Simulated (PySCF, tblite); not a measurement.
**C₄H₅FO₃Si: geometry, infrared bands and NMR shifts**

Wanted: the infrared bands and NMR shifts of C₄H₅FO₃Si (`O=C/C=C(/F)[SiH2]OC=O`), by calculation.

The runs use tblite 0.8.0 and PySCF 2.14.0, with density-fitted response routines of our own; the level of theory stands in each step. All values are computed, except where a source is named. Atoms are numbered from 0 throughout.

## 1. The starting structure

14 atoms, charge 0, multiplicity 1; geometry from: force field or distance geometry start.

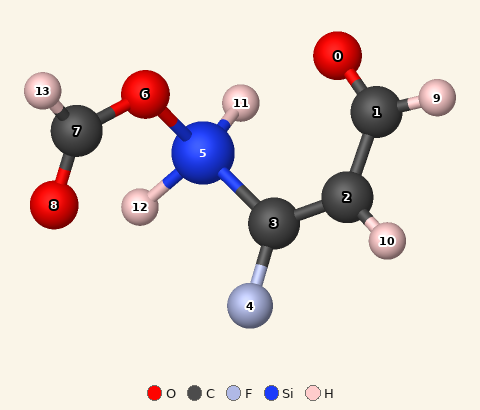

As it starts; oxygen red, carbon dark grey, fluorine light blue, silicon blue, hydrogen pink, atoms numbered.

## 2. Relaxing the molecule with GFN2-xTB

What the job is given:

```
{"job": {"kind": "relax", "xc": "GFN2-xTB", "basis": "xTB"}, "charge": 0, "multiplicity": 1}
O      1.395000     0.713100    -1.751300
C      2.071500     0.899900    -0.730200
C      1.795300     0.319700     0.577900
C      0.757500    -0.452100     0.826600
F      0.550500    -0.965900     2.103400
Si    -0.419100    -0.884300    -0.502500
O     -1.614600     0.370200    -0.704600
C     -2.689900     0.434100     0.186100
O     -2.835600    -0.396700     1.132700
H      2.943700     1.521900    -0.811400
H      2.464600     0.555100     1.394200
H      0.189200    -1.297100    -1.747200
H     -1.197500    -2.053800     0.003200
H     -3.411100     1.235500     0.000900
```

On the command line:

```sh
$ OMP_NUM_THREADS=1 python probes_run.py task.json out
```

This one command runs all jobs of the session in turn.

The log of the run:

```text
step      E/eV     max force
  0    -809.18830    5.250
  1    -809.51768    5.813
  2    -809.75512    1.062
  3    -809.80101    0.775
  4    -809.85469    0.707
  5    -809.88156    0.766
  6    -809.92140    0.583
  7    -809.93465    0.364
  8    -809.95038    0.361
  9    -809.96717    0.324
 10    -809.98078    0.288
 11    -809.99291    0.240
 12    -810.00129    0.219
 13    -810.00735    0.207
 14    -810.01280    0.187
 15    -810.01806    0.166
 16    -810.02281    0.209
 17    -810.02709    0.223
 18    -810.03062    0.168
 19    -810.03306    0.101
 20    -810.03482    0.109
 21    -810.03656    0.147
 22    -810.03870    0.152
 23    -810.04104    0.123
 24    -810.04299    0.113
 25    -810.04442    0.100
 26    -810.04571    0.091
 27    -810.04707    0.109
 28    -810.04832    0.107
 29    -810.04953    0.092
 30    -810.05107    0.134
 31    -810.05342    0.165
 32    -810.05684    0.181
 33    -810.06084    0.188
 34    -810.06415    0.132
 35    -810.06631    0.116
 36    -810.06819    0.119
 37    -810.07033    0.124
 38    -810.07262    0.146
 39    -810.07479    0.112
 40    -810.07661    0.118
 41    -810.07841    0.150
 42    -810.08087    0.169
 43    -810.08343    0.123
 44    -810.08485    0.091
 45    -810.08583    0.085
 46    -810.08663    0.090
 47    -810.08752    0.077
 48    -810.08846    0.079
 49    -810.08961    0.105
 50    -810.09115    0.150
 51    -810.09308    0.194
 52    -810.09498    0.152
 53    -810.09630    0.088
 54    -810.09702    0.070
 55    -810.09748    0.060
 56    -810.09786    0.068
 57    -810.09823    0.046
 58    -810.09846    0.046
 59    -810.09887    0.072
 60    -810.09935    0.088
 61    -810.09985    0.075
 62    -810.10024    0.045
 63    -810.10057    0.039
 64    -810.10093    0.054
 65    -810.10137    0.065
 66    -810.10182    0.059
 67    -810.10221    0.053
 68    -810.10257    0.052
 69    -810.10288    0.048
 70    -810.10314    0.047
 71    -810.10335    0.065
 72    -810.10354    0.039
 73    -810.10381    0.047
 74    -810.10440    0.078
 75    -810.10535    0.089
 76    -810.10632    0.078
 77    -810.10695    0.103
 78    -810.10741    0.123
 79    -810.10805    0.078
 80    -810.10950    0.280
 81    -810.11261    0.439
 82    -810.11754    0.422
 83    -810.12166    0.859
 84    -810.12299    0.251
 85    -810.13156    0.370
 86    -810.13430    0.414
 87    -810.13757    0.513
 88    -810.14101    0.308
 89    -810.14385    0.796
 90    -810.14716    0.569
 91    -810.15614    0.306
 92    -810.16186    0.327
 93    -810.16955    0.326
 94    -810.15868    1.636
 95    -810.17555    0.173
 96    -810.17855    0.169
 97    -810.18284    0.940
 98    -810.18757    0.141
 99    -810.19089    0.111
100    -810.19323    0.894
101    -810.19862    0.116
102    -810.20142    0.117
103    -810.19906    0.884
104    -810.20638    0.113
105    -810.20841    0.107
106    -810.20667    0.732
107    -810.21276    0.089
108    -810.21418    0.097
109    -810.21651    0.258
110    -810.21850    0.119
111    -810.21961    0.083
112    -810.22080    0.053
113    -810.22123    0.061
114    -810.22177    0.113
115    -810.22247    0.153
116    -810.22364    0.178
117    -810.22464    0.127
118    -810.22526    0.085
119    -810.22562    0.066
120    -810.22591    0.057
121    -810.22636    0.057
122    -810.22677    0.061
123    -810.22720    0.061
124    -810.22760    0.060
125    -810.22794    0.041
126    -810.22826    0.031
127    -810.22846    0.043
128    -810.22879    0.048
129    -810.22907    0.042
130    -810.22933    0.046
131    -810.22958    0.042
132    -810.22991    0.051
133    -810.23034    0.058
134    -810.23086    0.060
135    -810.23138    0.059
136    -810.23184    0.076
137    -810.23220    0.065
138    -810.23245    0.067
139    -810.23261    0.025
140    -810.23267    0.069
141    -810.23273    0.016
142    -810.23276    0.013
143    -810.23280    0.014
144    -810.23281    0.012
145    -810.23283    0.010
```

Wall time 1.7 s (1 thread of Arm Neoverse N1, shared host); peak memory 0.18 GiB.

Along the way: (not every step is listed)

| step | energy from step 0 (eV) | largest force (eV/Å) |
| --- | --- | --- |
| 0 | 0.0000 | 5.2496 |
| 1 | -0.3294 | 5.8126 |
| 2 | -0.5668 | 1.0615 |
| 3 | -0.6127 | 0.7749 |
| 4 | -0.6664 | 0.7071 |
| 5 | -0.6933 | 0.7665 |
| 6 | -0.7331 | 0.5828 |
| 7 | -0.7464 | 0.3641 |
| 8 | -0.7621 | 0.3605 |
| 21 | -0.8483 | 0.1471 |
| 34 | -0.8759 | 0.1324 |
| 47 | -0.8992 | 0.0772 |
| 60 | -0.9110 | 0.0883 |
| 73 | -0.9155 | 0.0475 |
| 86 | -0.9460 | 0.4141 |
| 99 | -1.0026 | 0.1108 |
| 112 | -1.0325 | 0.0525 |
| 125 | -1.0396 | 0.0406 |
| 138 | -1.0441 | 0.0666 |
| 140 | -1.0444 | 0.0685 |
| 141 | -1.0444 | 0.0156 |
| 142 | -1.0445 | 0.0127 |
| 143 | -1.0445 | 0.0145 |
| 144 | -1.0445 | 0.0117 |
| 145 | -1.0445 | 0.0095 |

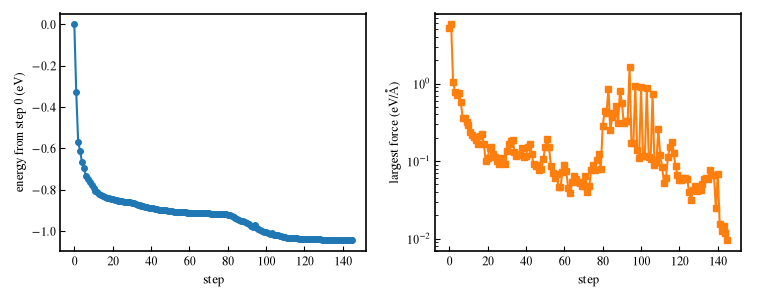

Energy and largest force along the relaxation.

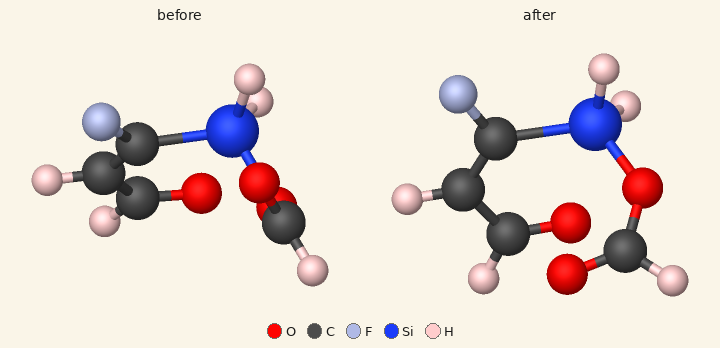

The geometry before (left) and after (right).

Distances of close pairs at the start and the end, largest changes first:

| bond | before (Å) | after (Å) | change (Å) |
| --- | --- | --- | --- |
| O6–C7 | 1.398 | 1.308 | -0.090 |
| C3–Si5 | 1.827 | 1.916 | +0.089 |
| Si5–O6 | 1.745 | 1.661 | -0.084 |
| C7–O8 | 1.268 | 1.194 | -0.074 |
| C3–F4 | 1.392 | 1.335 | -0.057 |
| Si5–H12 | 1.493 | 1.467 | -0.026 |
| C1–H9 | 1.074 | 1.099 | +0.025 |
| O0–C1 | 1.239 | 1.215 | -0.024 |

The next job starts from the end point, and lists it.

## 3. Vibrational analysis with GFN2-xTB

What the job is given:

```
{"job": {"kind": "ir", "xc": "GFN2-xTB", "basis": "xTB"}, "charge": 0, "multiplicity": 1}
O      0.624329     0.814048    -1.291853
C      1.345114     1.134838    -0.368293
C      1.567638     0.280988     0.773655
C      0.848424    -0.848300     0.792418
F      1.007538    -1.714250     1.795664
Si    -0.431025    -1.326359    -0.550739
O     -1.764247    -0.341158    -0.650816
C     -2.030038     0.809792    -0.090085
O     -1.381758     1.358303     0.749698
H      1.869800     2.100855    -0.380799
H      2.259264     0.569768     1.548983
H      0.100977    -1.529207    -1.882358
H     -1.041657    -2.531268     0.022378
H     -2.975036     1.221477    -0.490020
```

The log of the run:

```text
mode    cm-1     km/mol
  1      54.5      1.43
  2      90.8      3.44
  3      94.0      0.98
  4     142.8      6.73
  5     155.8     34.24
  6     184.0     19.53
  7     242.0     21.27
  8     290.7     15.30
  9     314.3      9.05
 10     368.4     17.43
 11     415.5      3.97
 12     542.6     19.98
 13     599.5      6.70
 14     620.8     96.99
 15     685.0     44.76
 16     708.7      8.68
 17     742.0    148.75
 18     776.6    295.97
 19     828.1    168.22
 20     834.5     44.30
 21     933.9      7.68
 22     944.1      4.61
 23    1039.5     45.35
 24    1198.8    134.05
 25    1212.1    336.99
 26    1252.0     35.42
 27    1350.0     41.03
 28    1365.3     15.25
 29    1589.5    317.90
 30    1700.4     99.90
 31    1779.8    442.94
 32    2247.9    287.61
 33    2393.5    159.07
 34    2800.3    109.38
 35    2863.0     67.49
 36    3101.0     10.33
```

Wall time 0.84 s (1 thread of Arm Neoverse N1, shared host); peak memory 0.18 GiB.

Which atoms move in the most intense modes:

| cm⁻¹ | km/mol | atoms |
| --- | --- | --- |
| 742 | 148.8 | C1 33 %, C2 21 %, O0 12 % |
| 777 | 296.0 | H12 53 % |
| 828 | 168.2 | H11 59 %, H12 38 % |
| 1212 | 337.0 | O6 49 %, C7 36 % |
| 1590 | 317.9 | C2 40 %, C3 40 %, C1 11 % |
| 1780 | 442.9 | C7 59 %, O8 39 % |
| 2248 | 287.6 | H12 96 % |
| 2394 | 159.1 | H11 96 % |

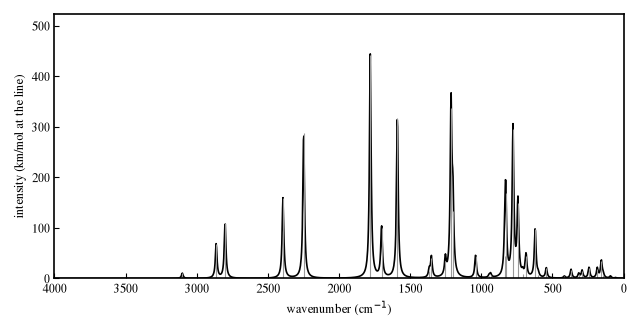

The infrared spectrum from these modes, unscaled. Lines are broadened to a width of 14 cm⁻¹ (Lorentzian).

## 4. NMR shieldings: PBE0/pcSseg-1

The job, as its differences from that of step 3:

```diff
@@ -1,2 +1,2 @@
-{"job": {"kind": "ir", "xc": "GFN2-xTB", "basis": "xTB"}, "charge": 0, "multiplicity": 1}
+{"job": {"kind": "nmr", "xc": "PBE0", "basis": "pcSseg-1"}, "charge": 0, "multiplicity": 1}
 O      0.624329     0.814048    -1.291853
```

With the program's defaults for keys left out, this is: GIAO PBE0/pcSseg-1 NMR shielding, non-relativistic, gas phase.

The log of the run:

```text
coarse grid: 13416 points
cycle   1  E = -769.3992486760  dE =  1.698e+00  |g| = 1.188e+00  |ddm| = 3.525e+00
cycle   2  E = -768.7030764281  dE =  6.962e-01  |g| = 2.221e+00  |ddm| = 2.392e+00
cycle   3  E = -769.6401099477  dE = -9.370e-01  |g| = 3.235e-01  |ddm| = 1.851e+00
cycle   4  E = -769.6583388632  dE = -1.823e-02  |g| = 1.102e-01  |ddm| = 2.967e-01
cycle   5  E = -769.6603049785  dE = -1.966e-03  |g| = 1.935e-02  |ddm| = 7.285e-02
cycle   6  E = -769.6603801444  dE = -7.517e-05  |g| = 7.179e-03  |ddm| = 2.000e-02
cycle   7  E = -769.6603900739  dE = -9.930e-06  |g| = 2.466e-03  |ddm| = 5.884e-03
final grid: 128848 points
cycle   8  E = -769.7491625175  dE = -3.977e-06  |g| = 1.570e-02  |ddm| = 2.380e-02
cycle   9  E = -769.7490546419  dE =  1.079e-04  |g| = 2.897e-02  |ddm| = 2.649e-02
cycle  10  E = -769.7492052829  dE = -1.506e-04  |g| = 2.653e-03  |ddm| = 1.825e-02
cycle  11  E = -769.7492065266  dE = -1.244e-06  |g| = 3.150e-04  |ddm| = 1.861e-03
cycle  12  E = -769.7492065416  dE = -1.497e-08  |g| = 1.063e-04  |ddm| = 2.838e-04
cycle  13  E = -769.7492065436  dE = -2.063e-09  |g| = 2.298e-05  |ddm| = 1.012e-04
cycle  14  E = -769.7492065437  dE = -6.662e-11  |g| = 1.363e-05  |ddm| = 3.045e-05
converged SCF energy = -769.7492065437

GIAO shielding tensors (ppm)
atom      isotropic    diamagn.    paramagn.     s11        s22        s33       span
  0 O     -244.870     407.493    -652.363   -755.421   -344.787    365.600   1121.021
  1 C      -13.883     249.739    -263.621   -101.677    -46.745    106.775    208.453
  2 C       59.126     261.255    -202.129    -50.234     84.492    143.118    193.352
  3 C      -17.626     257.793    -275.419   -127.987      3.034     72.074    200.061
  4 F      237.475     472.918    -235.443     63.322    190.803    458.300    394.978
  5 Si     398.413     879.269    -480.857    365.414    403.489    426.335     60.922
  6 O      150.871     399.983    -249.112     17.809    208.114    226.690    208.881
  7 C       23.347     245.891    -222.543    -79.924     72.037     77.929    157.853
  8 O     -129.995     405.251    -535.246   -410.110   -223.816    243.939    654.049
  9 H       22.020      28.570      -6.551     20.592     22.247     23.220      2.628
 10 H       24.919      31.678      -6.760     20.658     25.026     29.071      8.414
 11 H       26.180      29.170      -2.990     23.345     24.552     30.641      7.296
 12 H       26.732      28.755      -2.023     23.420     25.450     31.326      7.906
 13 H       23.784      25.626      -1.842     19.124     23.472     28.757      9.633
```

Run time: 53 s. Hardware: 1 thread of Arm Neoverse N1, shared host; peak memory 0.83 GiB.

The references, computed at this level on geometries of the same kind, shield at (ppm): 1H TMS 31.72, 13C TMS 186.9, 29Si TMS 349.2, 19F CFCl3 170.9, 17O H2O 336.1. Their shielding less the atom's gives the shift. The references are single molecules in the gas phase, so shifts against H2O, NH3, PH3, H3PO4 or CFCl3 are not on the usual liquid scales and can be off by tens of ppm. Atoms listed in one row are averaged.

| atoms | environment | σ (ppm) | δ (ppm) | δ scaled to CDCl3 |
| --- | --- | --- | --- | --- |
| C3 | β carbon of a C=C–C=O unit | -17.6 | 204.6 | 197.7 |
| C1 | aldehyde carbonyl carbon | -13.9 | 200.8 | 194.1 |
| C7 | carbonyl carbon | 23.3 | 163.6 | 157.7 |
| C2 | α carbon of a C=C–C=O unit | 59.1 | 127.8 | 122.8 |
| H9 | hydrogen on an aldehyde carbonyl carbon | 22.02 | 9.70 | 9.25 |
| H13 | hydrogen on a carbonyl carbon | 23.78 | 7.93 | 7.58 |
| H10 | hydrogen on an α carbon of a C=C–C=O unit | 24.92 | 6.80 | 6.51 |
| H11, H12 | hydrogen on a silicon bonded to C, O | 26.46 | 5.26 | – |
| O0 | aldehyde oxygen | -244.9 | 580.9 | – |
| O8 | carbonyl oxygen | -130.0 | 466.1 | – |
| O6 | oxygen bonded to C, Si | 150.9 | 185.2 | – |
| F4 | vinylic fluorine | 237.5 | -66.5 | – |
| Si5 | silicon bonded to C, O, 2 H | 398.4 | -49.3 | – |

The scaled column applies a straight-line fit of computed shieldings to shifts measured in CDCl3, and one for carbons that bear F (root-mean-square error 0.16 ppm for H, 1.9 ppm for C).

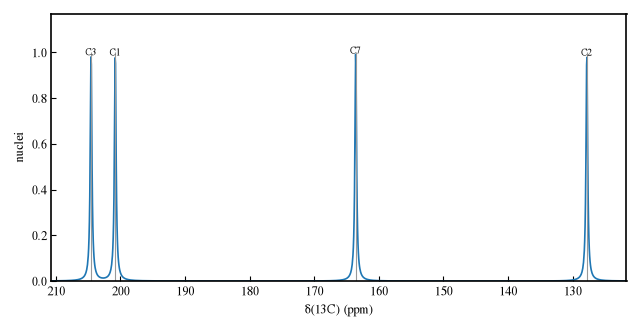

13C lines at the computed shifts, without couplings. Lines are broadened to a width of 0.31 ppm (Lorentzian).

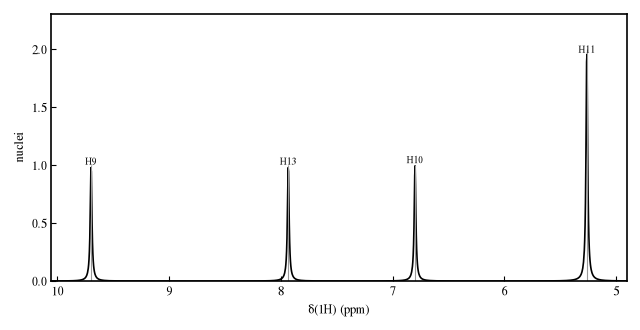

1H lines at the computed shifts, without couplings. Lines are broadened to a width of 0.02 ppm (Lorentzian).

Charges from the same density, by scheme (e):

| atoms | Mulliken | IAO | Hirshfeld | ESP fit |
| --- | --- | --- | --- | --- |
| O0 | -0.44 | -0.41 | -0.19 | -0.42 |
| C1 | 0.30 | 0.26 | 0.13 | 0.40 |
| C2 | -0.19 | -0.25 | -0.08 | -0.47 |
| C3 | 0.04 | 0.09 | 0.04 | 0.34 |
| F4 | -0.25 | -0.23 | -0.06 | -0.18 |
| Si5 | 0.93 | 0.97 | 0.39 | 0.45 |
| O6 | -0.56 | -0.57 | -0.18 | -0.36 |
| C7 | 0.46 | 0.42 | 0.18 | 0.57 |
| O8 | -0.41 | -0.46 | -0.26 | -0.48 |

Mulliken charges:

O0 -0.44; C1 0.30; C2 -0.19; C3 0.04; F4 -0.25; Si5 0.93; O6 -0.56; C7 0.46; O8 -0.41; H9 0.10; H10 0.12; H11 -0.08; H12 -0.12; H13 0.10

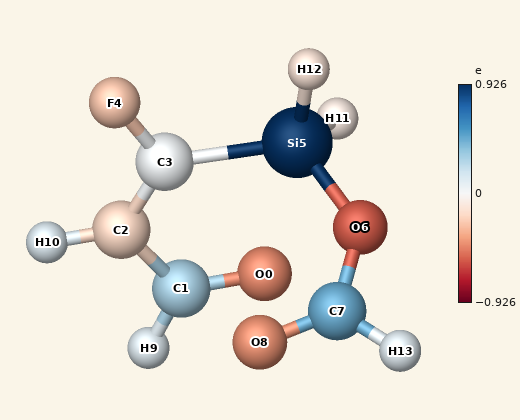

Mulliken charges, as colours on the atoms.

Mayer bond orders: O0–C1 1.81, C1–C2 1.09, C2–C3 1.69, C3–F4 0.94, C3–Si5 0.83, Si5–O6 0.82, O6–C7 1.11, C7–O8 1.97.

## 5. What came out

| quantity | value |
| --- | --- |
| strongest single infrared mode (GFN2-xTB) | 1780 cm⁻¹, 443 km/mol |
| zero-point energy (GFN2-xTB) | 52.1 kcal/mol |
| 13C shifts against TMS (PBE0/pcSseg-1) | 204.6, 200.8, 163.6, 127.8 ppm |
| 1H shifts against TMS (PBE0/pcSseg-1, means over atoms taken as alike) | 9.70, 7.93, 6.80, 5.26 ppm |
| 17O shifts against H2O (PBE0/pcSseg-1) | 580.9, 466.1, 185.2 ppm |
| 19F shifts against CFCl3 (PBE0/pcSseg-1) | -66.5 ppm |
| 29Si shifts against TMS (PBE0/pcSseg-1) | -49.3 ppm |

Relaxing lowered the energy by 1.045 eV in 145 steps; the close pair that moved most is O6–C7, from 1.398 to 1.308 Å. No mode is imaginary among the 36: a minimum at this level. The strongest single mode, at 1780 cm⁻¹, moves mainly C7 and O8. Unscaled tight-binding wavenumbers are off by several per cent, some by more. Its intensities can rank the bands wrongly. The most deshielded hydrogen is H9 (hydrogen on an aldehyde carbonyl carbon), at 9.70 ppm: the formyl region, downfield of aromatic protons. At PBE0/pcSseg-1: Shielding is most anisotropic at O0 (span 1121 ppm, paramagnetic term -652 ppm).
